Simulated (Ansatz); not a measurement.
GeH$_{2}$I$_{2}$ (SMILES [I][GeH2][I])

Input file:

```
crystal:
  periodic: [false, false, false]
  atoms:
    - {symbol: I, position_ang: [-2.218099, 0.557874, 0.592115]}
    - {symbol: Ge, position_ang: [0.066983, -0.046679, -0.234855]}
    - {symbol: I, position_ang: [1.661643, -0.264256, 1.683655]}
    - {symbol: H, position_ang: [0.561796, 1.082831, -1.142883]}
    - {symbol: H, position_ang: [-0.022325, -1.403470, -0.939331]}
basis:
  gaussian: {orbitals: def2-TZVPP}
hamiltonian: {xc: pbe0, dispersion: d4}
output: {orbitals: {seedname: orbitals}}
```

Launched as:

```sh
ansatz run in.yaml --threads 4 --pin off --events-out ev --progress --plain --max-ram 10444MiB
```

Geometry: PBE0-D4/def2-TZVP; core potentials replace the inner electrons of I.

All numbers below come from RKS PBE0-D4/def2-TZVPP in Ansatz 0.2.0.

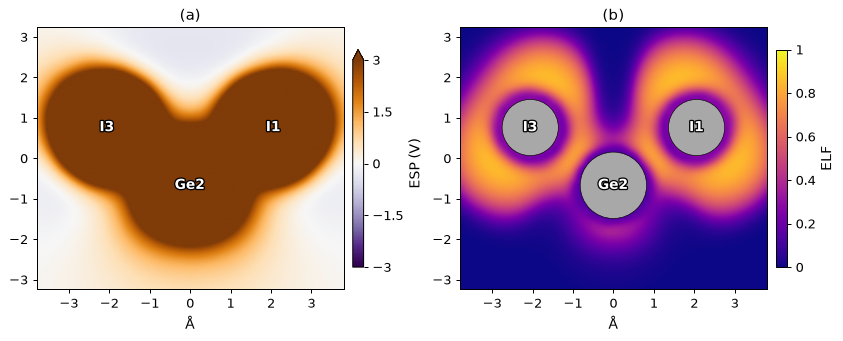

Figure 1. (a) molecular electrostatic potential; (b) electron localisation function on the plane of atoms I1, Ge2 and I3. Grey discs cover the atomic cores in the ELF map.

**What do the fields say about this system?**

- The plane passes through I and Ge nuclei.
- Ge–I (2.50 Å): the ELF peaks at about 0.75 in the valence shell of I, 1.3 Å from its nucleus, and is about 0.75 at the midpoint.
- The ELF also peaks beside I3 and I1, away from the bonds: lone-pair regions.
- Outside the dense part of the molecule the potential is most negative (−0.4 V) near I1 and I3.

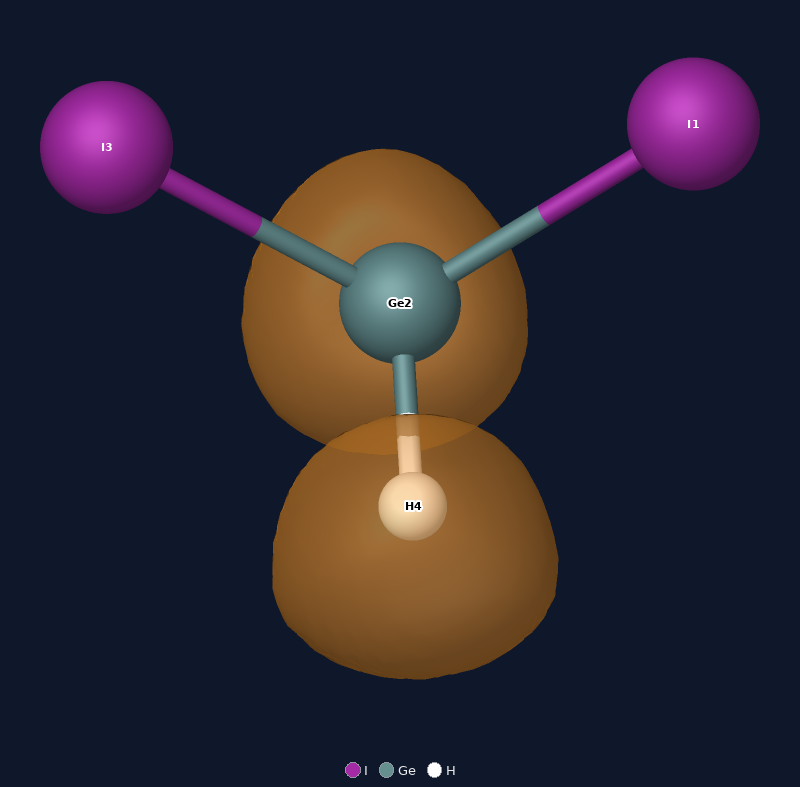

Figure 2. Isosurface of the ELF at 0.9 (orange), seen at a tilt. Core shells and regions of very low density are left out.

**Describe the localisation domains.**

The ELF exceeds this value in two regions around hydrogen nuclei. Profiles from the grid: Ge–H (1.53 Å): the ELF climbs to about 1 towards the hydrogen.

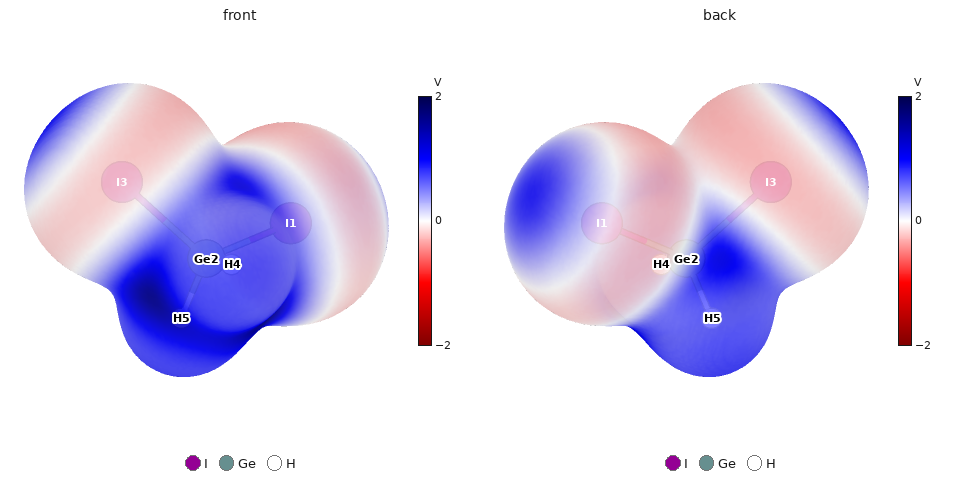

Figure 3. The electrostatic potential painted on the density surface at 0.002 e/bohr³, seen from the front and from behind; red is negative and blue positive.

**Describe the electrostatic potential map.**

The most negative region (about −0.3 V) lies over I1 and I3, the most positive (about +1.6 V) over Ge2. I1 shows a σ-hole: about +0.9 V at the tip opposite its bond, against about −0.2 V on its flanks. I3 shows a σ-hole: about +0.9 V at the tip opposite its bond, against about −0.2 V on its flanks.

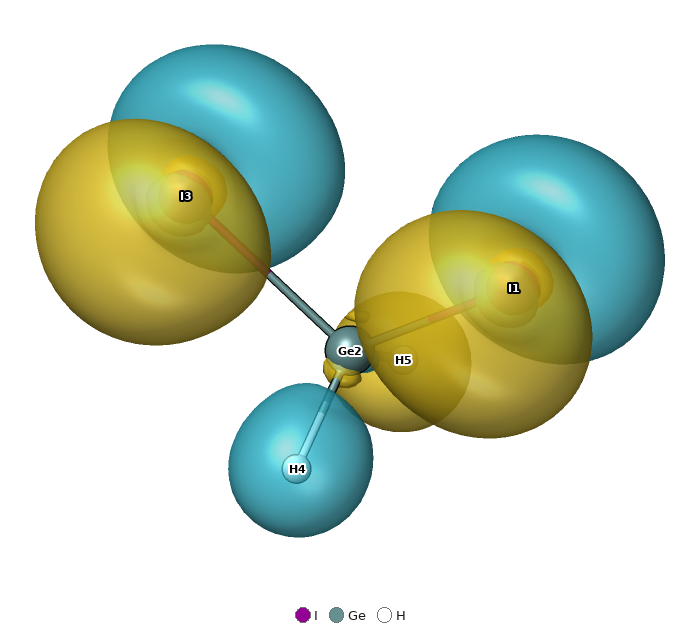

Figure 4. The HOMO−1 at ±0.08 Å⁻³ᐟ² (yellow and cyan are the two phases), seen at a tilt.

**Describe this orbital and give its energy.**

Its weight (Hirshfeld) is mainly on I1 (about 45 %), I3 (about 45 %) and Ge2 (about 5 %); largely a combination of lone pairs on I1 and I3. Its energy is −7.82 eV.
